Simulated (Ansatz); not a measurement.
Pulling on the Si1–I2 bond in H3ISi (SMILES [SiH3]I) (multiplicity 1 held, fragments rigid). Energies count from the point at 2.459 Å.
Geometry at that point (charge 0, multiplicity 1):
```xyz
5

Si    -1.841     0.049     0.018
I      0.617    -0.016    -0.006
H     -2.273     1.426    -0.293
H     -2.304    -0.348     1.362
H     -2.342    -0.894    -1.001
```

R- and RO- levels are restricted; in cc, def2 and unpolarised 6-31G sets they are followed outwards from rest. U- levels take the lowest unrestricted solution at each point, which mixes spins at long bonds. Active spaces are followed from a long bond inwards. Levels need not reach the same state.

Cores are frozen in the correlated methods. Filled d and f shells under p-block atoms count as core.

Run with Ansatz (Gaussian orbitals).  In def2 rows elements past Kr take small-core potentials, without spin–orbit coupling.

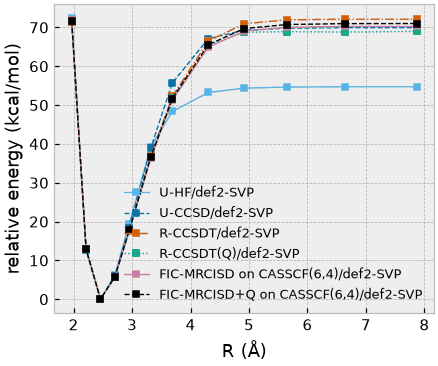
Relative energy along the coordinate

Doubts at one or more of the structures used: a spin-contaminated determinant (U-HF/def2-SVP, U-CCSD/def2-SVP); T1 above 0.05 (U-CCSD/def2-SVP, R-CCSDT/def2-SVP, R-CCSDT(Q)/def2-SVP); a restricted determinant that unrestricted orbitals would lower (R-CCSDT/def2-SVP, R-CCSDT(Q)/def2-SVP); other coupled-cluster roots lie near (R-CCSDT/def2-SVP, R-CCSDT(Q)/def2-SVP); active orbitals that take no part (FIC-MRCISD on CASSCF(6,4)/def2-SVP, FIC-MRCISD+Q on CASSCF(6,4)/def2-SVP).

Ansatz is an electronic-structure program.
